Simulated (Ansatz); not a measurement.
**CH6AlNO: basis-set convergence**

How large a basis does CH6AlNO need? Two functionals are run in growing sets.

Program: Ansatz 0.2.0, Gaussian basis. Level of theory: one geometry, several basis sets. These are calculated values, not measurements.

Plan: PBE0-D4/def2-SVP; ωB97M-V/def2-SVP; PBE0-D4/def2-QZVPP; ωB97M-V/def2-QZVPP; the functionals' def2-TZVPP values are taken from earlier runs.

### 1 The geometry

An earlier PBE0-D4 in a triple-zeta def2 set relaxation fixed the geometry.

SMILES `OC[NH][AlH2]`, 10 atoms, charge 0, spin multiplicity 1.

Atoms are counted from 1 here; the program's logs count them from 0.

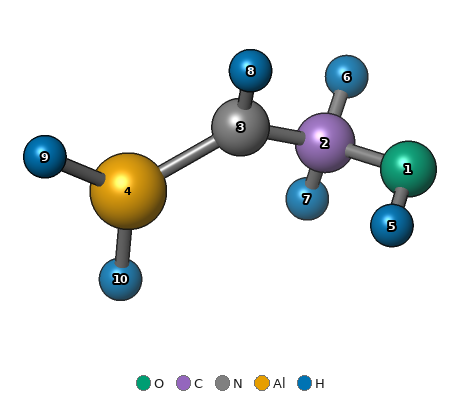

The structure; oxygen teal, carbon purple, nitrogen grey, aluminium amber, hydrogen blue; atoms are numbered from 1 in the order of the file.

### 2 PBE0-D4 in def2-SVP

in.yaml reads:

```yaml
crystal:
  periodic: [false, false, false]
  atoms:
    - {symbol: O, position_ang: [0.089539, -0.030174, -2.096214]}
    - {symbol: C, position_ang: [0.617023, -0.408973, -0.845380]}
    - {symbol: N, position_ang: [-0.366832, -0.456333, 0.195483]}
    - {symbol: Al, position_ang: [-0.422279, 0.500655, 1.689482]}
    - {symbol: H, position_ang: [-0.356375, 0.813938, -1.977466]}
    - {symbol: H, position_ang: [1.066111, -1.390898, -1.025149]}
    - {symbol: H, position_ang: [1.415586, 0.276558, -0.530585]}
    - {symbol: H, position_ang: [-1.072810, -1.154493, 0.002847]}
    - {symbol: H, position_ang: [-1.603991, 0.217058, 2.701841]}
    - {symbol: H, position_ang: [0.717129, 1.581362, 1.888141]}
basis:
  gaussian: {orbitals: def2-SVP}
hamiltonian: {xc: pbe0, dispersion: d4}
output: {orbitals: {seedname: orbitals}}
```

Launch:

```console
$ ansatz run in.yaml --threads 2 --pin off --events-out ev --progress --plain --max-ram 4352MiB
```

Further steps of the session: ωB97M-V in def2-SVP; PBE0-D4 in def2-QZVPP; ωB97M-V in def2-QZVPP.

**Question.** What will the summary of the whole plan be? Wanted: PBE0-D4: double and triple zeta above quadruple; ωB97M-V: double and triple zeta above quadruple.

**Answer**, as computed:

```
                                       quantity          value
PBE0-D4: double and triple zeta above quadruple  8.34, 0.49 eV
ωB97M-V: double and triple zeta above quadruple  8.52, 0.47 eV
```

What this shows: For PBE0-D4 the step from double to triple zeta gains 7.85 eV and the next only 0.49 eV. Total energies overstate the basis error of differences, where much of it tends to cancel. The LUMO of ωB97M-V is positive and keeps falling with the basis (0.91 to 0.33 eV): an unbound level that the basis holds in place.
